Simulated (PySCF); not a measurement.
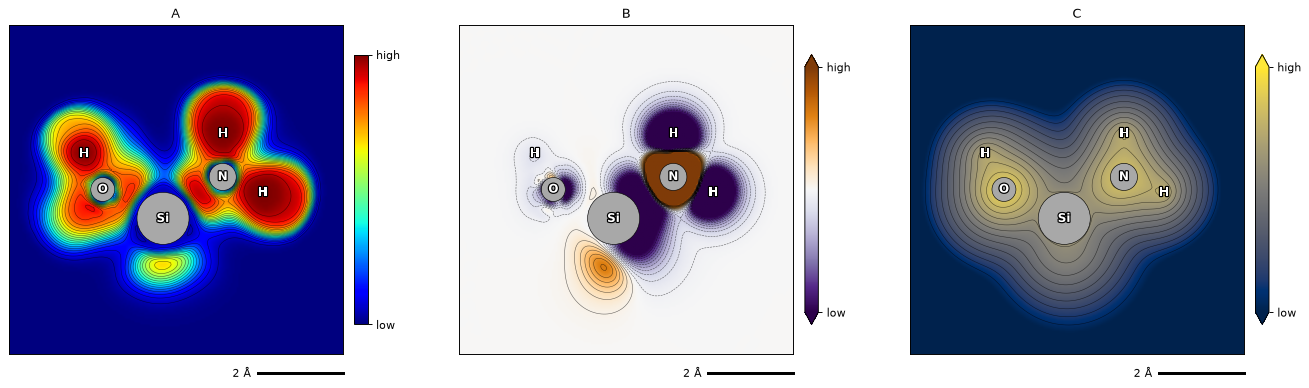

CH4N2OSi (charge +1, doublet): 3 fields on the plane of atoms N4, Si3 and O5, with unlabelled colour scales. Grey discs cover the atomic cores.

Geometry: GFN2-xTB.

The calculation used UKS B3LYP, pcH-1 on C H N O Si, non-relativistic, mean-field spin-orbit, GIAO in PySCF.

> Match the panels to the quantities (electron density, electron localisation function and spin density).

Panel A: electron localisation function. Panel B: spin density (confined to the atoms that carry the unpaired spin). Panel C: electron density. From the grid: Si–O (1.57 Å): ρ at the midpoint is about 1.3 e/Å³; the ELF peaks at about 0.85 between the atoms (a short, strongly polar bond). Si–N (1.71 Å): the density is about 1.1 e/Å³ at the midpoint; the ELF peaks at about 0.95 between the atoms; a polar covalent bond.
